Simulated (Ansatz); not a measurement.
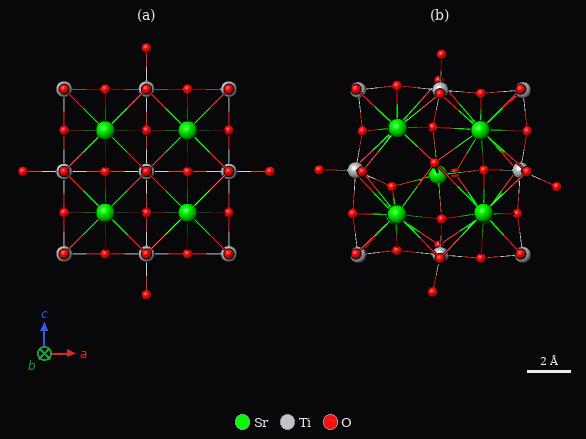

Left: perfect SrTiO$_{3}$. Right: the same region with one point defect, after relaxing the atoms in a supercell of 40 sites. Style: ball-and-stick. Shown: the atoms within 6.0 Å of one point, in a slice 4.2 Å thick across the line of sight, along the b axis.

The calculation used Ansatz, DFT, PBEsol, PAW, plane waves. Set-up: plane-wave cutoff 420 eV; k-point mesh 1 × 1 × 1; mesh shifted by (0.25, 0.25, 0.25); collinear spin. Fermi-Dirac smearing of 0.01 eV. A uniform background neutralises the charged cell. The axes drawn are those of the host's conventional cell.

What kind of defect was made?

Answer. A titanium atom is replaced by strontium.

The charge state of the cell is +1.

How does the lattice respond?

Answer. In the host the Ti atom has 6 O at 1.95 Å; the Sr atom ends with 6 O at 2.25 to 2.29 Å. Of the host's atoms, an oxygen atom moves furthest from its site, by 0.82 Å. The Sr atom itself moves 0.20 Å from where it was put. The cell's net moment is 1.00 μB.

Limits of the set-up: the periodic images lie only 7.8 Å apart, so the values are limited by the cell's size; the cell is charged, on a uniform background, and energies carry no finite-size correction.
